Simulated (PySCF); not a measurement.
C$_{8}$H$_{24}$N$_{4}$Ti

Input

```
{"job": {"kind": "uv", "xc": "wB97X-D", "basis": "def2-SVPD", "ip": false, "nstates": 15}, "charge": 0, "multiplicity": 1}
Ti     0.007165     0.024586     0.003357
N     -0.057996    -0.183516     1.885011
C      0.339257     0.963255     2.657489
C     -0.496449    -1.299277     2.672537
H     -0.473686     1.320704     3.322749
H      0.610304     1.803843     1.995191
H      1.217782     0.753373     3.301990
H     -0.792700    -2.136144     2.023519
H      0.297109    -1.662721     3.357245
H     -1.370228    -1.041510     3.306678
N      1.813650     0.031592    -0.584746
C      2.045998    -0.114016    -1.995726
C      3.012613     0.088582     0.200846
H      2.577554     0.757856    -2.430283
H      1.091253    -0.221870    -2.538272
H      2.653956    -1.012856    -2.229017
H      2.770731     0.145182     1.272555
H      3.647594    -0.809711     0.052279
H      3.639695     0.968400    -0.051707
N     -0.898407     1.621407    -0.493656
C     -2.074131     2.021655     0.231853
C     -0.512212     2.551020    -1.516485
H     -1.952077     3.015764     0.710357
H     -2.304663     1.296664     1.029242
H     -2.965928     2.089406    -0.424881
H      0.387190     2.203709    -2.046461
H     -1.312809     2.692172    -2.271515
H     -0.283878     3.555391    -1.102612
N     -0.869396    -1.454290    -0.795680
C     -2.161344    -1.480632    -1.419962
C     -0.182578    -2.717927    -0.823874
H     -2.099932    -1.765203    -2.491262
H     -2.636530    -0.490170    -1.366412
H     -2.841414    -2.211645    -0.935999
H      0.816254    -2.628651    -0.366164
H     -0.734371    -3.504825    -0.268975
H     -0.041735    -3.093190    -1.858719
```

Command:

```sh
OMP_NUM_THREADS=2 python probes_run.py task.json out
```

Geometry: PBE0-D3(BJ)/def2-SVP.

All numbers below come from PySCF, wB97X-D/def2-SVPD, SCF density, gas phase.

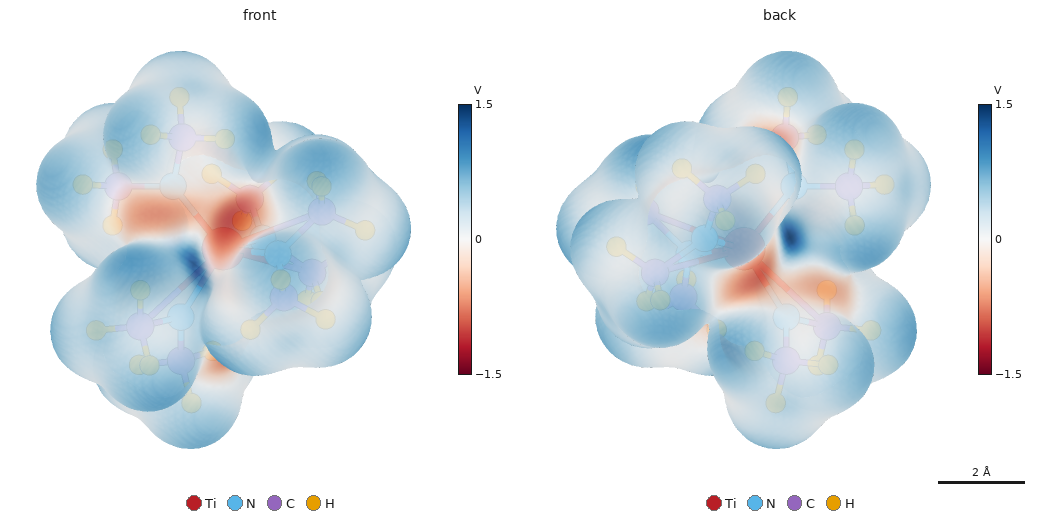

Figure 1. The electrostatic potential painted on the density surface at 0.004 e/bohr³, seen from the front and from behind; red is negative and blue positive.

**Describe the electrostatic potential map.**

The most negative region (about −0.9 V, or −21 kcal/mol for a unit charge) lies over N2, N11, N20 and N29, the most positive (about +1.1 V, or +25 kcal/mol for a unit charge) over Ti1.

**How polar is the molecule by this calculation?**

Its dipole moment is 0.10 D.

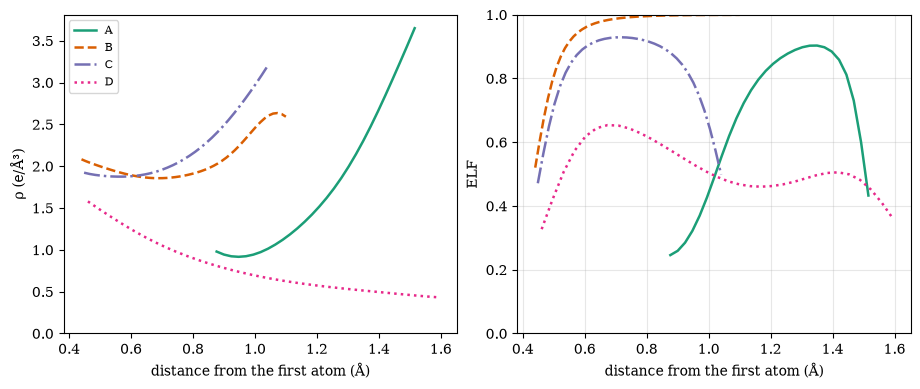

Figure 2. Electron density and ELF along straight lines between neighbouring atoms. The curves leave out the atomic cores.

**Which curve belongs to which contact (C–H, C–N, C–Ti and Ti–N)? The first atom named is at distance zero.**

Curve A: Ti–N (1.89 Å): ρ at the midpoint is about 0.92 e/Å³; the ELF peaks at about 0.90 in the valence shell of N, 0.5 Å from its nucleus, and is about 0.30 at the midpoint. Curve B: C–H (1.10 Å): the density is about 1.9 e/Å³ at the midpoint; the ELF climbs to about 1 towards the hydrogen, as it does in any bond to H; a covalent bond by its length. Curve C: C–N (1.43 Å): the density is about 2 e/Å³ at the midpoint; the ELF peaks at about 0.95 between the atoms (a shared electron pair). Curve D: C–Ti (2.83 Å): the density is about 0.49 e/Å³ at the midpoint; the ELF is about 0.50 at the midpoint.
